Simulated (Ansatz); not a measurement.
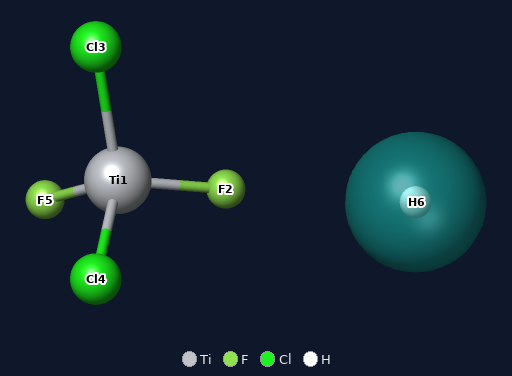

Figure 1: Cl$_{2}$F$_{2}$Ti···H (doublet). Isosurface of the spin density (α minus β) at +0.04 e/Å³ (teal), seen at a tilt.

The calculation used Ansatz 0.2.0, UKS PBE-D4/def2-SVP.

```xyz
6

Ti    0.0086    0.0148   -0.2124
F    -0.0154   -0.0268    1.5235
Cl    2.0768    0.0153   -0.9118
Cl   -1.0243    1.8063   -0.9125
F    -0.8047   -1.3958   -0.8149
H     0.0156    0.0269    4.5203
```

Question: Describe the spin distribution.

Answer: The unpaired spin (1 electron) lies mostly on H6 (about 1.0), in electrons by Hirshfeld's partition.
